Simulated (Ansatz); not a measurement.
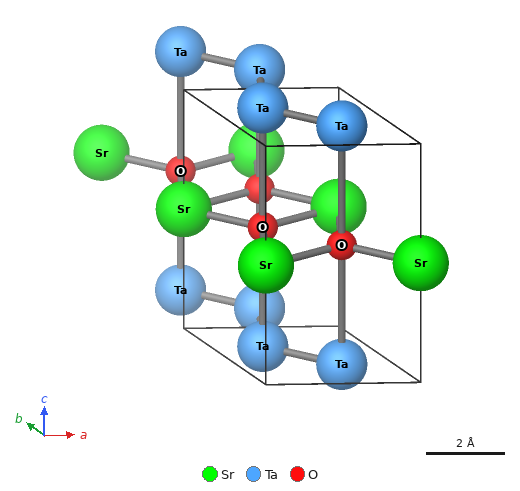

Starting structure of crystalline SrTa2O2 (a generated structure, set up in P6/mmm) (coarse preliminary run). A ball-and-stick model of the cell of the calculation, repeated 1 × 2 × 1 with one cell outlined, seen from a free direction.

Theory: DFT PBE, scalar-relativistic, plane waves, PAW (Ansatz).

Input file:
```yaml
crystal:
  lattice:
    - [4.01301611, 0.0, 0.0]
    - [-2.00650806, 3.4753739, 0.0]
    - [0.0, 0.0, 6.83851672]
  atoms:
    - { symbol: Sr, position: [0.0, 0.0, 0.5] }
    - { symbol: Ta, position: [0.33333333, 0.66666667, 0.0] }
    - { symbol: Ta, position: [0.66666667, 0.33333333, 0.0] }
    - { symbol: O, position: [0.33333333, 0.66666667, 0.5] }
    - { symbol: O, position: [0.66666667, 0.33333333, 0.5] }
basis:
  ecutwfc: 420
kpoints:
  mp_grid: { grid: [6, 6, 4] }
hamiltonian:
  xc: pbe
scf:
  occupations: { method: gaussian, width: 0.1 }
  lower_state_search: "off"
output:
  forces: true
  stress: true
  eigenvalues: true
relax:
  adjacent_minimum: "off"
  f_tol: 0.04
  max_steps: 70
  cell: { stress_tol: 0.4 }
```

Launched with:
```bash
ansatz run input.yaml --threads 1 --pin off --max-ram 2560MiB --backend cpu --events-out ev --progress --plain --runs-dir out
```

Predict the outcome.

Answer. The energy falls by 2516 meV per atom in 13 accepted moves (15 points after the start). All forces vanish by symmetry, so only the cell relaxes. Pressure: 20.09 GPa at the start and 0.07 GPa at the end. At 2 points the geometry stayed and the basis and grid were re-selected for the new cell (energy shift of 90.8 meV per atom at most each time). No atom moves by more than 0.005 Å relative to the cell. The volume changes by −8.2 %, with a = b 4.013 → 5.048 Å (+25.8 %), c 6.839 → 3.966 Å (−42.0 %). Among the contacts that change: Ta2–O4 3.419 → 1.983 Å, Sr1–Ta2 4.130 → 3.525 Å, Ta2–Ta3 2.317 → 2.914 Å, Sr1–O4 2.317 → 2.914 Å. The space group stays P6/mmm (No. 191). The run took 75 s on 1 thread of Intel(R) Xeon(R) Processor @ 2.70GHz (shared host), peak memory 0.41 GiB.

Final geometry:

```
CELL_PARAMETERS angstrom
5.04802 0.00000 0.00000
-2.52401 4.37172 0.00000
0.00000 0.00000 3.96573
ATOMIC_POSITIONS crystal
Sr 0.00000 0.00000 0.50000
Ta 0.33333 0.66667 0.00000
Ta 0.66667 0.33333 0.00000
O 0.33333 0.66667 0.50000
O 0.66667 0.33333 0.50000
```

After the run, drawn alike:

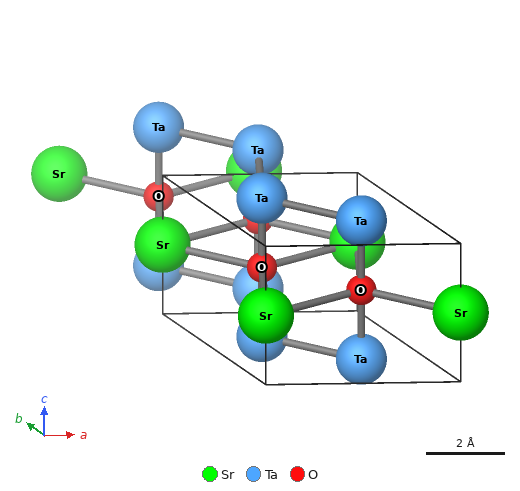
